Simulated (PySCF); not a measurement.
## A study: C2H4S, SMILES `C1SC1`

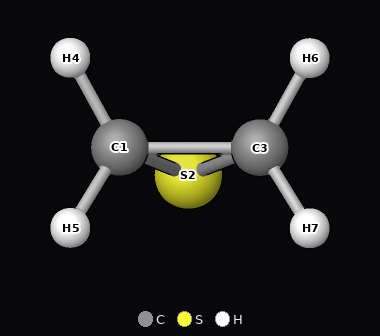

The molecule, with its atoms numbered as below. No frequency check shows the geometry to be a minimum.

Geometry (Å), atoms numbered from 1:

```
C1       0.7866   -0.7401    0.0000
S2      -0.8535   -0.0000   -0.0000
C3       0.7866    0.7400    0.0000
H4       1.0542   -1.2598    0.9098
H5       1.0545   -1.2596   -0.9098
H6       1.0540    1.2600    0.9098
H7       1.0543    1.2598   -0.9098
```

### 1. Removing or adding an electron

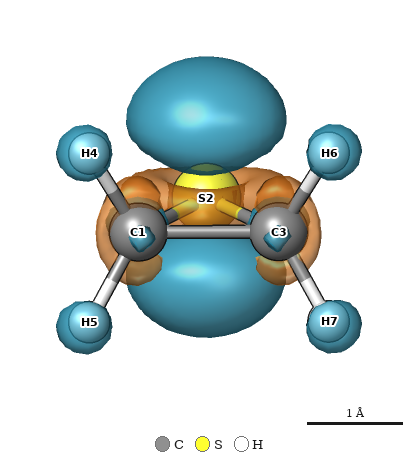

Fukui function f⁻ = ρ(N) − ρ(N−1) at fixed geometry, surfaces at ±0.05 e/Å³ (light blue positive, orange negative).

Level of theory: PBE0/def2-SVPD (PySCF), at a geometry from GFN2-xTB.

On which atoms does the density change most on removal of an electron?

Answer. f⁻ (Hirshfeld-condensed) is largest on S2 (0.60); the vertical ionisation energy is 9.00 eV. Condensed values hint at sites of electrophilic attack but needn't mark the atom that reacts. Orbital relaxation makes it negative in places (0.18 e in all).

| atom | f⁻ | charge |
| --- | --- | --- |
| C1 | +0.07 | −0.07 |
| S2 | +0.60 | −0.08 |
| C3 | +0.07 | −0.07 |
| H4 | +0.06 | +0.06 |
| H5 | +0.06 | +0.06 |
| H6 | +0.06 | +0.06 |
| H7 | +0.06 | +0.06 |

### 2. Magnetic shielding

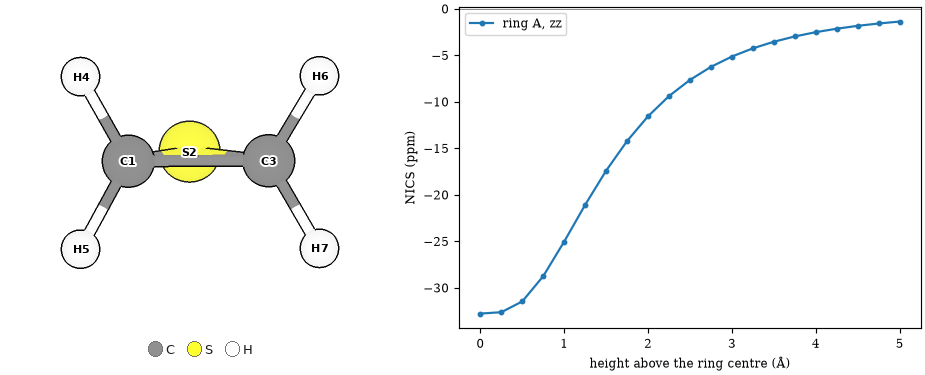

GIAO NICS scans along the ring normals; ring A: 3-membered ring C1/S2/C3.

PySCF calculation, PBE0/def2-SVPD, gas phase; geometry: GFN2-xTB.

Read the scans.

Answer. Ring A is shielded above its centre; its σ bonds alone give such values, so they don't measure π aromaticity: NICSzz reaches −32.8 ppm at 0.00 Å; NICS(0) = −48.2, NICS(1) = −8.6, NICS(1)zz = −25.0 ppm.

What absolute proton shieldings does the same calculation give?

Answer. 29.6 ppm for all of them.

### 3. Stretching a bond

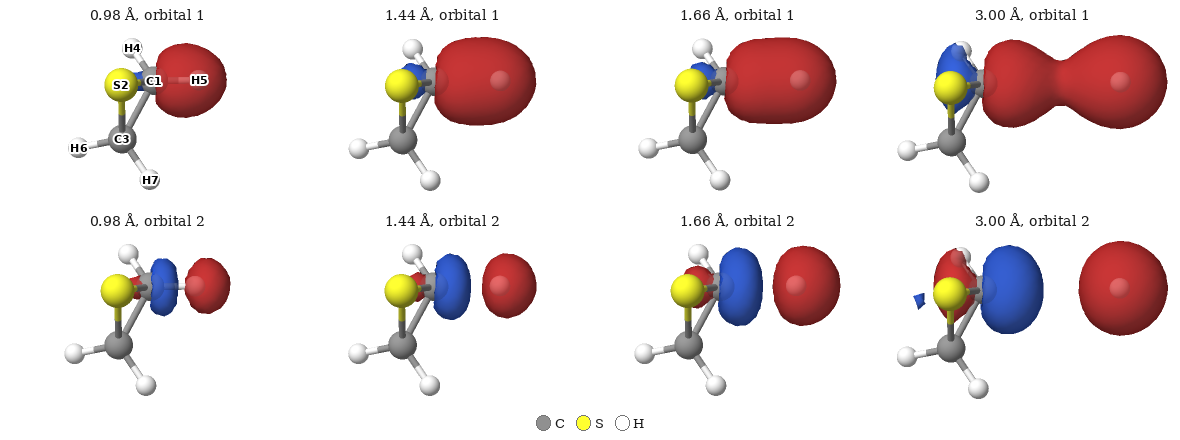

Rigid stretch of the C1–H5 bond. The two CASSCF(2,2) natural orbitals nearest half filling (orbital 1 the more occupied).

Level of theory: cc-pVDZ basis (PySCF), at a geometry from GFN2-xTB.

How do the occupations change along the stretch?

Answer. 0.98 Å: 1.99 and 0.01; 1.44 Å: 1.95 and 0.05; 1.66 Å: 1.91 and 0.09; 3.00 Å: 1.28 and 0.72. At the longest distance computed (3.00 Å) they are 1.28 and 0.72, and the effective number of unpaired electrons is 1.7.

Where does the UHF solution part from RHF?

Answer. Between 1.44 Å (⟨S²⟩ = 0, the two coincide) and 1.66 Å (⟨S²⟩ = 0.07); at 3.00 Å ⟨S²⟩ is 1.00 and UHF lies 3.4 eV below RHF.

How much energy does the stretch cost?

Answer. By CASSCF, 4.3 eV from the lowest point of the scan (1.07 Å) to 3.00 Å; RHF gives 7.3 eV from its own lowest point. The fragments aren't relaxed and dynamic correlation is missing, so this isn't a bond dissociation energy.

The PySCF runs shown took 48 s, 8.3 s and 36 s on 1 thread of Intel(R) Xeon(R) 6975P-C (Granite Rapids), on a shared host.
